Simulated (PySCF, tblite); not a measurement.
# C3H7FSi: dynamics, then NMR shifts and electronic excitations on frames, part 2 of 2

tblite 0.8.0 and PySCF 2.14.0. Atoms count from 0.

### 8 Excited states and response: 625 fs, PBE0/def2-SVPD

Job settings and geometry (Å):

```
{"job": {"kind": "uv", "xc": "PBE0", "basis": "def2-SVPD", "nstates": 5, "ntriplets": 0}, "charge": 0, "multiplicity": 1}
F      1.157400    -1.426400     1.099500
C      0.006000    -0.662100     1.234300
C     -1.194700    -1.166400     0.408700
Si    -1.553200     0.647600    -0.133700
C      0.227100     0.745000     0.509900
H     -0.177700    -0.664000     2.300300
H     -0.959300    -1.858200    -0.395800
H     -1.808500    -1.794400     0.998600
H     -2.445400     1.400200     0.844500
H     -1.879600     0.883900    -1.499200
H      0.536200     1.549300     1.188200
H      0.961800     0.596200    -0.282900
```

Method: TDDFT PBE0/def2-SVPD, vertical, gas phase, core orbitals frozen in the response.

What it wrote:

```text
coarse grid: 10312 points
cycle   1  E = -507.1078990554  dE =  3.609e-01  |g| = 5.197e-01  |ddm| = 4.276e+00
cycle   2  E = -507.0682363690  dE =  3.966e-02  |g| = 7.027e-01  |ddm| = 1.187e+00
cycle   3  E = -507.1658520800  dE = -9.762e-02  |g| = 5.503e-02  |ddm| = 6.482e-01
cycle   4  E = -507.1662056416  dE = -3.536e-04  |g| = 3.112e-02  |ddm| = 7.713e-02
cycle   5  E = -507.1664168391  dE = -2.112e-04  |g| = 4.440e-03  |ddm| = 3.836e-02
cycle   6  E = -507.1664214612  dE = -4.622e-06  |g| = 1.148e-03  |ddm| = 8.540e-03
final grid: 94760 points
cycle   7  E = -507.2349504217  dE = -2.026e-05  |g| = 7.958e-03  |ddm| = 6.456e-02
cycle   8  E = -507.2349357147  dE =  1.471e-05  |g| = 1.146e-02  |ddm| = 1.978e-02
cycle   9  E = -507.2349657219  dE = -3.001e-05  |g| = 8.146e-04  |ddm| = 1.134e-02
cycle  10  E = -507.2349658329  dE = -1.110e-07  |g| = 2.369e-04  |ddm| = 9.785e-04
cycle  11  E = -507.2349658442  dE = -1.130e-08  |g| = 2.935e-05  |ddm| = 3.288e-04
cycle  12  E = -507.2349658444  dE = -2.453e-10  |g| = 1.097e-05  |ddm| = 8.843e-05
converged SCF energy = -507.2349658444

Static polarisability (au): isotropic 61.984, principal 55.010 60.329 70.613

Singlet excitations
state   eV       nm        f      main configurations
  1   7.3022    169.8   0.01462   H->L 0.65, H-1->L 0.30
  2   7.5863    163.4   0.09770   H-1->L 0.61, H->L 0.26
  3   7.7765    159.4   0.01423   H->L+1 0.59, H-1->L+1 0.29
  4   7.8649    157.6   0.00064   H-1->L+1 0.50, H->L+1 0.32, H-2->L 0.10
  5   7.9588    155.8   0.00913   H-2->L 0.51, H-1->L+2 0.21, H-1->L+1 0.15
```

It took 17 s on 1 thread of Intel Xeon Platinum 8175M at 2.50GHz, shared host; peak memory 0.7 GiB.

Key values: HOMO -8.47 eV, LUMO 0.15 eV; lowest singlet 7.30 eV.

### 9 NMR shieldings: 800 fs, PBE0/pcSseg-1

Job settings and geometry (Å):

```
{"job": {"kind": "nmr", "xc": "PBE0", "basis": "pcSseg-1", "pop": false}, "charge": 0, "multiplicity": 1}
F      1.248500    -1.307400     0.819100
C     -0.011600    -0.717600     0.998400
C     -0.963900    -0.989100    -0.193700
Si    -1.459900     0.911300    -0.121900
C      0.004400     0.757200     1.064000
H     -0.288900    -1.166100     1.911100
H     -0.397400    -1.260100    -1.093900
H     -1.777400    -1.680100     0.021100
H     -2.807300     1.084200     0.415600
H     -1.431500     1.577600    -1.411400
H     -0.062000     1.119800     2.131600
H      0.987000     1.070700     0.663300
```

Method: GIAO PBE0/pcSseg-1 NMR shielding, non-relativistic, gas phase.

What it wrote:

```text
coarse grid: 10312 points
cycle   1  E = -507.3390929414  dE =  4.551e-01  |g| = 5.431e-01  |ddm| = 2.983e+00
cycle   2  E = -507.3030722280  dE =  3.602e-02  |g| = 7.242e-01  |ddm| = 9.823e-01
cycle   3  E = -507.3980204101  dE = -9.495e-02  |g| = 4.554e-02  |ddm| = 5.813e-01
cycle   4  E = -507.3982108174  dE = -1.904e-04  |g| = 2.917e-02  |ddm| = 4.518e-02
cycle   5  E = -507.3983867737  dE = -1.760e-04  |g| = 4.852e-03  |ddm| = 2.635e-02
cycle   6  E = -507.3983923557  dE = -5.582e-06  |g| = 1.155e-03  |ddm| = 6.126e-03
final grid: 94760 points
cycle   7  E = -507.4346920942  dE = -2.409e-05  |g| = 8.307e-03  |ddm| = 1.990e-02
cycle   8  E = -507.4346749742  dE =  1.712e-05  |g| = 1.232e-02  |ddm| = 1.631e-02
cycle   9  E = -507.4347083821  dE = -3.341e-05  |g| = 8.344e-04  |ddm| = 9.361e-03
cycle  10  E = -507.4347084820  dE = -9.991e-08  |g| = 2.667e-04  |ddm| = 8.205e-04
cycle  11  E = -507.4347084938  dE = -1.179e-08  |g| = 4.246e-05  |ddm| = 2.504e-04
cycle  12  E = -507.4347084941  dE = -3.670e-10  |g| = 1.557e-05  |ddm| = 5.308e-05
converged SCF energy = -507.4347084941

GIAO shielding tensors (ppm)
atom      isotropic    diamagn.    paramagn.     s11        s22        s33       span
  0 F      315.115     475.233    -160.119    224.586    344.158    376.599    152.013
  1 C       96.729     242.882    -146.153     55.308     84.306    150.573     95.265
  2 C      162.851     253.488     -90.637    135.557    154.379    198.618     63.061
  3 Si     411.160     879.103    -467.943    343.132    431.427    458.920    115.788
  4 C      163.359     253.987     -90.628    139.500    155.427    195.152     55.652
  5 H       26.846      31.272      -4.426     23.625     27.623     29.290      5.666
  6 H       29.332      30.321      -0.989     26.419     27.453     34.124      7.705
  7 H       29.381      29.861      -0.480     25.916     26.877     35.351      9.435
  8 H       27.437      28.641      -1.204     24.499     25.526     32.286      7.787
  9 H       27.193      28.599      -1.406     24.035     25.000     32.543      8.508
 10 H       28.623      28.576       0.047     24.691     26.115     35.063     10.371
 11 H       28.963      30.002      -1.039     25.967     27.682     33.241      7.275
```

Run time: 14 s. Hardware: 1 thread of Intel Xeon Platinum 8175M at 2.50GHz, shared host; peak memory 0.61 GiB.

This run: δ C1 90.2, C2 24.1, C4 23.6, F0 -144.2, H5 4.87, H9 4.52 ppm.

### 10 TDDFT and polarisability: 800 fs, PBE0/def2-SVPD

The job, as its differences from that of step 9:

```diff
@@ -1,2 +1,2 @@
-{"job": {"kind": "nmr", "xc": "PBE0", "basis": "pcSseg-1", "pop": false}, "charge": 0, "multiplicity": 1}
+{"job": {"kind": "uv", "xc": "PBE0", "basis": "def2-SVPD", "nstates": 5, "ntriplets": 0}, "charge": 0, "multiplicity": 1}
 F      1.248500    -1.307400     0.819100
```

Method: TDDFT PBE0/def2-SVPD, vertical, gas phase, core orbitals frozen in the response.

What it wrote:

```text
coarse grid: 10312 points
cycle   1  E = -507.1113598937  dE =  4.155e-01  |g| = 5.013e-01  |ddm| = 4.328e+00
cycle   2  E = -507.0739806491  dE =  3.738e-02  |g| = 6.805e-01  |ddm| = 1.207e+00
cycle   3  E = -507.1654901573  dE = -9.151e-02  |g| = 5.465e-02  |ddm| = 6.547e-01
cycle   4  E = -507.1658379652  dE = -3.478e-04  |g| = 3.025e-02  |ddm| = 7.807e-02
cycle   5  E = -507.1660372861  dE = -1.993e-04  |g| = 5.259e-03  |ddm| = 3.876e-02
cycle   6  E = -507.1660437567  dE = -6.471e-06  |g| = 1.655e-03  |ddm| = 9.507e-03
final grid: 94760 points
cycle   7  E = -507.2329120404  dE = -1.910e-05  |g| = 8.846e-03  |ddm| = 6.999e-02
cycle   8  E = -507.2328919213  dE =  2.012e-05  |g| = 1.309e-02  |ddm| = 2.367e-02
cycle   9  E = -507.2329308072  dE = -3.889e-05  |g| = 8.952e-04  |ddm| = 1.344e-02
cycle  10  E = -507.2329309464  dE = -1.392e-07  |g| = 2.341e-04  |ddm| = 1.137e-03
cycle  11  E = -507.2329309573  dE = -1.090e-08  |g| = 3.872e-05  |ddm| = 3.591e-04
cycle  12  E = -507.2329309577  dE = -3.731e-10  |g| = 1.798e-05  |ddm| = 1.073e-04
converged SCF energy = -507.2329309577

Static polarisability (au): isotropic 61.992, principal 54.264 60.146 71.566

Singlet excitations
state   eV       nm        f      main configurations
  1   6.7566    183.5   0.05806   H->L 0.93
  2   7.2865    170.2   0.01931   H->L+1 0.77, H->L+2 0.14
  3   7.3161    169.5   0.01695   H-1->L 0.64, H->L+1 0.15, H->L+2 0.11
  4   7.4500    166.4   0.04375   H->L+2 0.53, H-1->L 0.23, H->L+3 0.14
  5   7.8565    157.8   0.07088   H->L+3 0.76, H->L+2 0.16
```

Run time: 18 s. Hardware: 1 thread of Intel Xeon Platinum 8175M at 2.50GHz, shared host; peak memory 0.7 GiB.

In short: HOMO -7.98 eV, LUMO -0.08 eV; lowest singlet 6.76 eV.

### 11 Shielding tensors: 1000 fs, PBE0/pcSseg-1

Job settings and geometry (Å):

```
{"job": {"kind": "nmr", "xc": "PBE0", "basis": "pcSseg-1", "pop": false}, "charge": 0, "multiplicity": 1}
F      1.025400    -1.623400     1.540700
C     -0.212000    -1.171100     1.094400
C     -0.277300    -0.873600    -0.401400
Si    -1.120900     0.793900    -0.070800
C     -0.510500     0.211900     1.698100
H     -0.915300    -1.987200     1.466300
H      0.695300    -0.710500    -0.763600
H     -0.817100    -1.568100    -1.043700
H     -2.608700     0.730400    -0.141300
H     -0.538800     2.012400    -0.674600
H     -1.262700     0.158100     2.514600
H      0.468500     0.563200     2.036800
```

With the program's defaults for keys left out, this is: GIAO PBE0/pcSseg-1 NMR shielding, non-relativistic, gas phase.

What it wrote:

```text
coarse grid: 10312 points
cycle   1  E = -507.3391007345  dE =  4.073e-01  |g| = 5.602e-01  |ddm| = 2.971e+00
cycle   2  E = -507.3003844919  dE =  3.872e-02  |g| = 7.433e-01  |ddm| = 9.821e-01
cycle   3  E = -507.4022303538  dE = -1.018e-01  |g| = 4.565e-02  |ddm| = 5.797e-01
cycle   4  E = -507.4024153322  dE = -1.850e-04  |g| = 2.922e-02  |ddm| = 4.566e-02
cycle   5  E = -507.4025895052  dE = -1.742e-04  |g| = 4.461e-03  |ddm| = 2.599e-02
cycle   6  E = -507.4025938508  dE = -4.346e-06  |g| = 1.292e-03  |ddm| = 5.583e-03
final grid: 94760 points
cycle   7  E = -507.4393685420  dE = -2.355e-05  |g| = 7.578e-03  |ddm| = 2.200e-02
cycle   8  E = -507.4393548317  dE =  1.371e-05  |g| = 1.093e-02  |ddm| = 1.540e-02
cycle   9  E = -507.4393828216  dE = -2.799e-05  |g| = 7.998e-04  |ddm| = 8.800e-03
cycle  10  E = -507.4393829064  dE = -8.481e-08  |g| = 2.605e-04  |ddm| = 7.415e-04
cycle  11  E = -507.4393829170  dE = -1.057e-08  |g| = 3.887e-05  |ddm| = 2.274e-04
cycle  12  E = -507.4393829173  dE = -3.135e-10  |g| = 1.178e-05  |ddm| = 5.181e-05
converged SCF energy = -507.4393829173

GIAO shielding tensors (ppm)
atom      isotropic    diamagn.    paramagn.     s11        s22        s33       span
  0 F      310.231     473.859    -163.628    231.964    336.019    362.711    130.747
  1 C       91.947     244.473    -152.526     56.618     78.383    140.839     84.221
  2 C      167.541     253.407     -85.866    143.461    157.257    201.905     58.444
  3 Si     410.162     878.961    -468.799    360.226    416.945    453.313     93.087
  4 C      156.035     254.774     -98.739    130.030    148.355    189.719     59.689
  5 H       25.444      28.798      -3.355     22.129     25.720     28.483      6.354
  6 H       30.589      32.211      -1.622     27.708     28.962     35.096      7.389
  7 H       29.671      30.115      -0.444     25.560     27.005     36.448     10.889
  8 H       27.058      28.369      -1.311     24.189     25.207     31.778      7.589
  9 H       26.862      28.220      -1.358     23.717     24.654     32.215      8.498
 10 H       28.700      29.103      -0.403     25.337     26.275     34.487      9.150
 11 H       29.246      30.447      -1.201     26.384     28.265     33.089      6.705
```

Run time: 13 s. Hardware: 1 thread of Intel Xeon Platinum 8175M at 2.50GHz, shared host; peak memory 0.61 GiB.

In short: δ C1 95.0, C4 30.9, C2 19.4, F0 -139.3, H5 6.27, H9 4.86 ppm.

### 12 Ultraviolet spectrum: 1000 fs, PBE0/def2-SVPD

The job, as its differences from that of step 11:

```diff
@@ -1,2 +1,2 @@
-{"job": {"kind": "nmr", "xc": "PBE0", "basis": "pcSseg-1", "pop": false}, "charge": 0, "multiplicity": 1}
+{"job": {"kind": "uv", "xc": "PBE0", "basis": "def2-SVPD", "nstates": 5, "ntriplets": 0}, "charge": 0, "multiplicity": 1}
 F      1.025400    -1.623400     1.540700
```

Method: TDDFT PBE0/def2-SVPD, vertical, gas phase, core orbitals frozen in the response.

What it wrote:

```text
coarse grid: 10312 points
cycle   1  E = -507.1117151039  dE =  3.678e-01  |g| = 5.194e-01  |ddm| = 4.231e+00
cycle   2  E = -507.0724719358  dE =  3.924e-02  |g| = 6.976e-01  |ddm| = 1.223e+00
cycle   3  E = -507.1700035222  dE = -9.753e-02  |g| = 5.445e-02  |ddm| = 6.671e-01
cycle   4  E = -507.1703439909  dE = -3.405e-04  |g| = 3.009e-02  |ddm| = 7.749e-02
cycle   5  E = -507.1705379722  dE = -1.940e-04  |g| = 4.785e-03  |ddm| = 3.774e-02
cycle   6  E = -507.1705429097  dE = -4.937e-06  |g| = 1.715e-03  |ddm| = 8.417e-03
final grid: 94760 points
cycle   7  E = -507.2377652570  dE = -2.062e-05  |g| = 8.068e-03  |ddm| = 7.288e-02
cycle   8  E = -507.2377490797  dE =  1.618e-05  |g| = 1.164e-02  |ddm| = 2.096e-02
cycle   9  E = -507.2377817593  dE = -3.268e-05  |g| = 8.015e-04  |ddm| = 1.206e-02
cycle  10  E = -507.2377818639  dE = -1.046e-07  |g| = 2.290e-04  |ddm| = 9.596e-04
cycle  11  E = -507.2377818738  dE = -9.903e-09  |g| = 3.284e-05  |ddm| = 3.351e-04
cycle  12  E = -507.2377818741  dE = -3.080e-10  |g| = 1.175e-05  |ddm| = 9.737e-05
converged SCF energy = -507.2377818741

Static polarisability (au): isotropic 62.585, principal 55.955 59.810 71.990

Singlet excitations
state   eV       nm        f      main configurations
  1   7.0536    175.8   0.01853   H-1->L 0.76, H->L 0.19
  2   7.1844    172.6   0.10060   H->L 0.76, H-1->L 0.19
  3   7.3728    168.2   0.01932   H->L+1 0.94
  4   7.6070    163.0   0.00489   H-1->L+1 0.95
  5   7.7043    160.9   0.00847   H->L+2 0.74, H->L+3 0.20
```

It took 17 s on 1 thread of Intel Xeon Platinum 8175M at 2.50GHz, shared host; peak memory 0.7 GiB.

In short: HOMO -8.16 eV, LUMO 0.06 eV; lowest singlet 7.05 eV.

### 13 Side by side: NMR shifts

Shifts (ppm) of some atoms, chosen among heavy atoms and hydrogens apart, with basis size and wall time:

```
  frame    C1    C4    C2    H9    H6      F0    Si3  functions  time
 250 fs  94.2  20.9  17.5  5.39  0.89  -170.6  -47.6        127  14 s
 425 fs  97.8  31.0  17.4  5.86  2.26  -158.7  -40.9        127  14 s
 625 fs  95.8  29.1  22.1  4.11  2.04  -149.9  -63.5        127  12 s
 800 fs  90.2  23.6  24.1  4.52  2.38  -144.2  -62.0        127  14 s
1000 fs  95.0  30.9  19.4  4.86  1.13  -139.3  -61.0        127  13 s
```

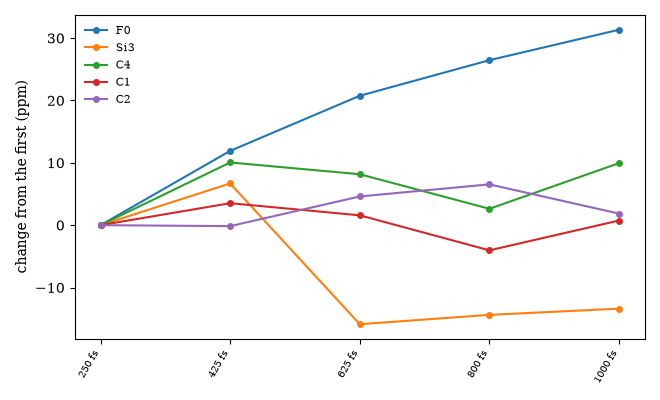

How five of the tabulated atoms move from run to run.

### 14 Run by run: electronic excitations

Excitations and ground-state properties, with basis size and wall time:

```
  frame  lowest singlet (eV)  brightest (eV)      f  gap (eV)  α (Å³)  μ (D)  functions  time
 250 fs                 6.51            7.17  0.038      7.82    9.08   1.98        163  18 s
 425 fs                 6.73            6.89  0.083      7.97    9.23   2.07        163  17 s
 625 fs                 7.30            7.59  0.098      8.62    9.19   1.68        163  17 s
 800 fs                 6.76            7.86  0.071      7.90    9.19   1.93        163  18 s
1000 fs                 7.05            7.18  0.101      8.22    9.27   1.88        163  17 s
```

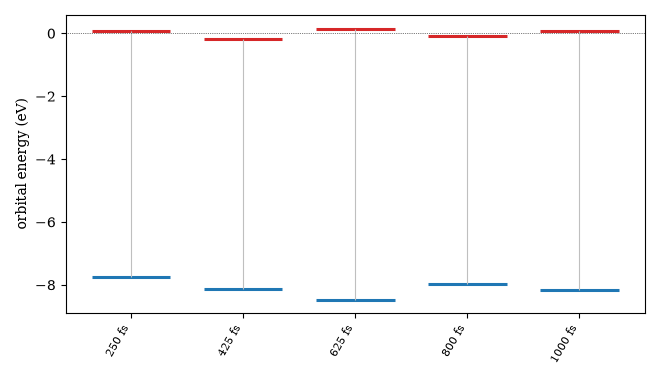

HOMO (blue) and LUMO (red) run by run.

### 15 Summary of results

What follows sums up all 2 parts.

| quantity | value |
| --- | --- |
| thermostat | 200 K |
| mean temperature, second half | 191 K |
| mean potential energy above the minimum | 0.26 eV |
| ¹³C shifts against TMS (PBE0/pcSseg-1, 250 fs) | 94.2, 20.9, 17.5 ppm |
| ¹H shifts against TMS (PBE0/pcSseg-1, 250 fs) | 5.48, 5.39, 4.96, 2.43, 1.95, 1.76, 0.89 ppm |
| ¹⁹F shifts against CFCl3 (PBE0/pcSseg-1, 250 fs) | -170.6 ppm |
| ²⁹Si shifts against TMS (PBE0/pcSseg-1, 250 fs) | -47.6 ppm |
| lowest singlet (PBE0/def2-SVPD, 250 fs) | 6.51 eV (191 nm), f = 0.019 |
| brightest single state of those computed | state 3, 7.17 eV, f = 0.038 |
| range of the shift of F0 | -170.6 to -139.3 ppm |
| range of the lowest singlet | 6.51 to 7.30 eV |

In words: In the second half the potential energy averages 0.26 eV above the minimum; equipartition over 30 harmonic modes at 200 K would give 0.26 eV. With 12 atoms the temperature swings widely (113 to 286 K). Shifts at one fixed geometry are not the observed spectrum, which averages over the motion. In the first frame run (250 fs): The widest tensor belongs to F0: span 110 ppm, with a paramagnetic part of -134 ppm. The first singlet state (HOMO→LUMO 0.91) lies at 6.51 eV and is weak; of the 5 states computed, the strongest absorption comes from state 3 at 7.17 eV. In ppm, F0 moves most: its shift spreads over 31.3 ppm, from -170.6 (250 fs) to -139.3 (1000 fs). The lowest singlet runs from 6.51 eV (250 fs) to 7.30 eV (625 fs), while the orbital gap spans 7.82 to 8.62 eV. The lowest state need not be the same one in every run.
